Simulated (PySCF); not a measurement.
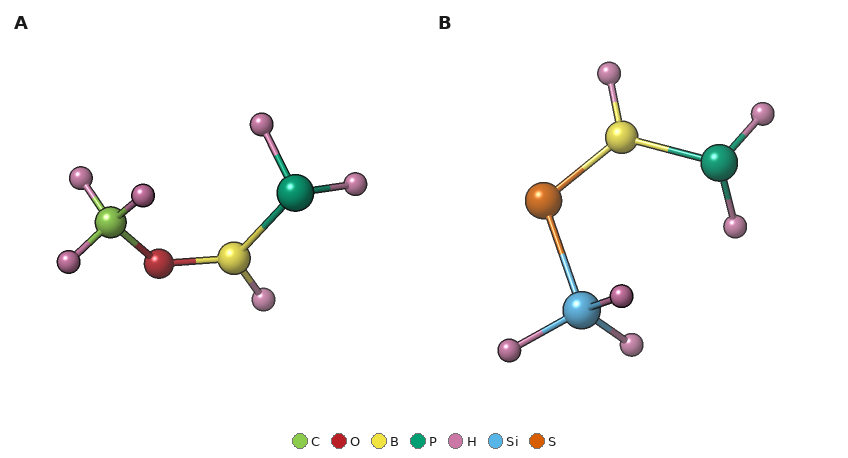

Two related species, optimised with GFN2-xTB; properties computed with PySCF 2.14.0. Both: charge 0, singlet.

### What are A and B?

A is CH6BOP (COBP), B is BH6PSSi ([SiH3]SBP).

Compare them. With PBE0/def2-SVPD: dipole moment (D), HOMO–LUMO gap (eV), HOMO energy (Kohn–Sham orbital) (eV), lowest vertical singlet excitation (eV), mean static polarisability (bohr³). With GFN2-xTB: mean P–B length (Å), mean P–H length (Å).

| quantity | A | B |
| --- | --- | --- |
| dipole moment (D) | 1.60 | 1.42 |
| HOMO–LUMO gap (eV) | 6.72 | 5.87 |
| HOMO energy (Kohn–Sham orbital) (eV) | −7.16 | −7.28 |
| lowest vertical singlet excitation (eV) | 5.39 | 4.75 |
| mean static polarisability (bohr³) | 58.3 | 89.7 |
| mean P–B length (Å) | 1.932 | 1.893 |
| mean P–H length (Å) | 1.382 | 1.382 |

Each is one conformer, and no frequency run is at hand to confirm it as a minimum.

The geometry is semi-empirical. Around B, P, Si such bond lengths and angles can be off by a tenth of an ångström or more and by several degrees, and values that hang on the shape move with them.
